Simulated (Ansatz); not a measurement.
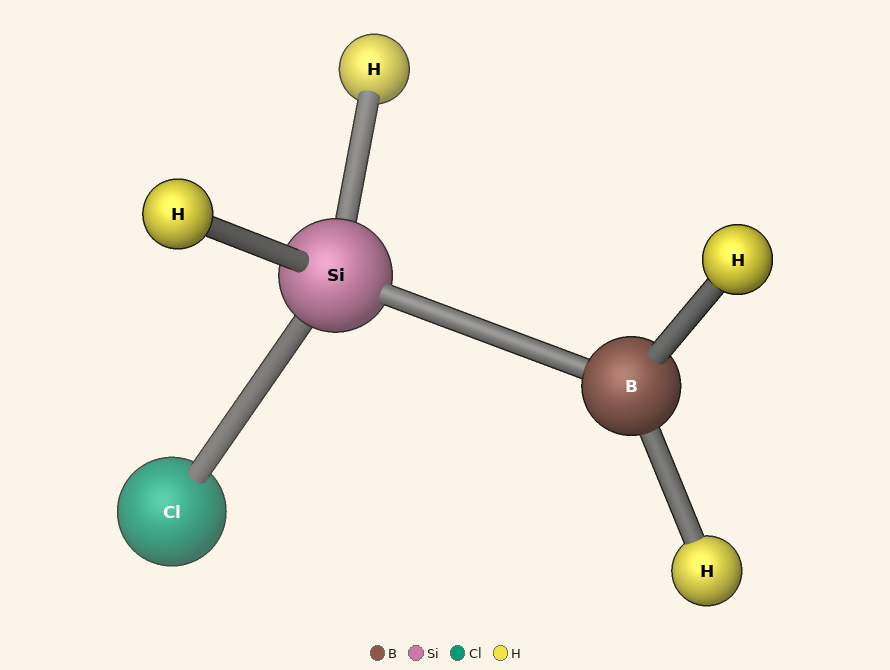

Depth is shown by fading: the farther an atom, the more it takes the colour of the background. The geometry was computed by an optimisation with PBE0-D4/def2-TZVP. No frequency run is at hand to confirm it as a minimum.

> List the symmetry elements and name the point group.

It has 1 mirror plane, so the point group is Cs. The group has 2 operations. The geometry is achiral, and symmetry allows a dipole moment.
